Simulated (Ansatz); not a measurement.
**A computed series for NiSi: pressure series**

The parent structure is NiSi (space group Pnma, No. 62; non-magnetic).

NiSi is modelled in the orthorhombic space group Pnma (No. 62), Pearson symbol oP8. Conventional cell: a = 5.1189 Å, b = 3.3423 Å, c = 5.5634 Å, α = β = γ = 90.00°. Ni on 4c has 6 Si at 2.264–2.390 Å and 2 Ni at 2.649 Å. Si on 4c is surrounded by 6 Ni at 2.264–2.390 Å and 2 Si at 2.647 Å. (Neighbours: up to the widest gap in distance over summed covalent radii, below 1.35, at either atom; cation-cation and far metal-metal contacts left out.)

Cell and atoms are relaxed at each pressure.

Method: r2SCAN in Ansatz (plane waves to 500 eV, PAW, no spin-orbit coupling).

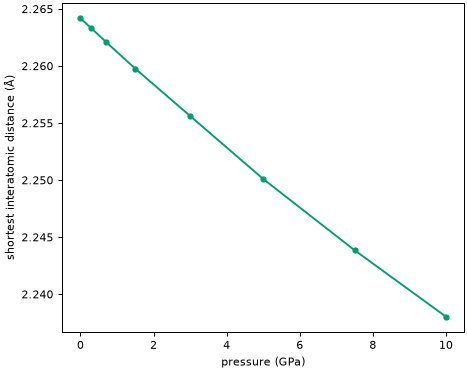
Shortest interatomic distance against pressure

```
pressure (GPa)  shortest interatomic distance
--------------  -----------------------------
0.3                                   2.263 Å
0.7                                   2.262 Å
1.5                                   2.260 Å
3                                     2.256 Å
5                                     2.250 Å
7.5                                   2.244 Å
10                                    2.238 Å
```

Load acts through the strain it causes; cell and atoms are relaxed under it. Stability against distortions was not tested. Competing high-pressure phases were not computed. Starting moments died away, wholly or in part, for the base; another magnetic solution may exist. The final runs are not spin-polarised.

Ansatz is a quantum-chemistry and plane-wave program.
